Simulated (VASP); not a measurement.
Band structure of CeCoCuSi$_{2}$ (space group I-4m2). Method: PBEsol GGA, VASP's PBE PAW potentials (set 64) (plane waves; VASP).

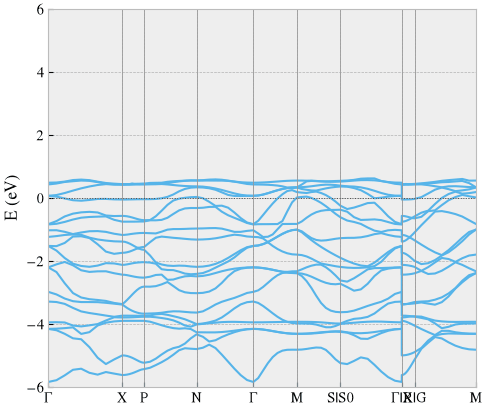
Figure. Bands along high-symmetry lines, zero at the valence-band maximum or, without a gap, the Fermi level

Problem. Read the plot: is there a gap, and where are the band edges?

Solution. It has no gap at this level: it comes out as a metal or semimetal. (Edges off the drawn lines would not show.)

The structure comes from a computed database's CeCoCuSi2 entry (I-4m2); how it stands against other phases isn't given here. It was relaxed first. The run is not spin-polarised, so no magnetic state was tried.
